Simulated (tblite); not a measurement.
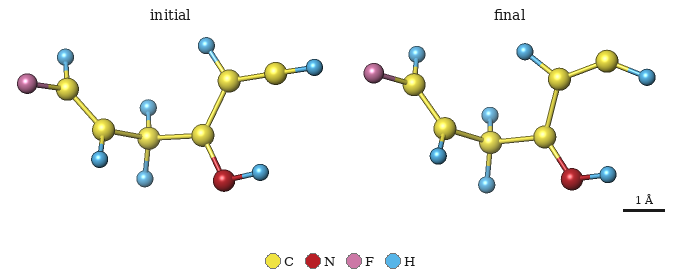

The structure of C₆H₇FN (multiplicity 2) before (left) and after (right) a relaxation, at one scale.

A ball-and-stick model, seen face on.

Theory: GFN2-xTB geometry optimisation, gas phase in tblite 0.8.0. 

### What changed between the two?

Over 82 geometry steps the energy falls by 7.82 kcal/mol. An H atom moves most after the best rigid fit: 0.76 Å. By element the largest moves are H 0.76 Å, C 0.37 Å, F 0.32 Å, N 0.30 Å. Some distances before and after: C–N 1.313 → 1.253 Å, C–C 1.484 → 1.500 Å, C–C 1.334 → 1.320 Å, H–N 1.027 → 1.014 Å. Among the angles between lasting bonds that change: C–C–H 179.6° → 137.7°, C–N–H 110.1° → 117.4°, C–C–H 117.2° → 112.2°. Groups turn about C–C by about 20°.
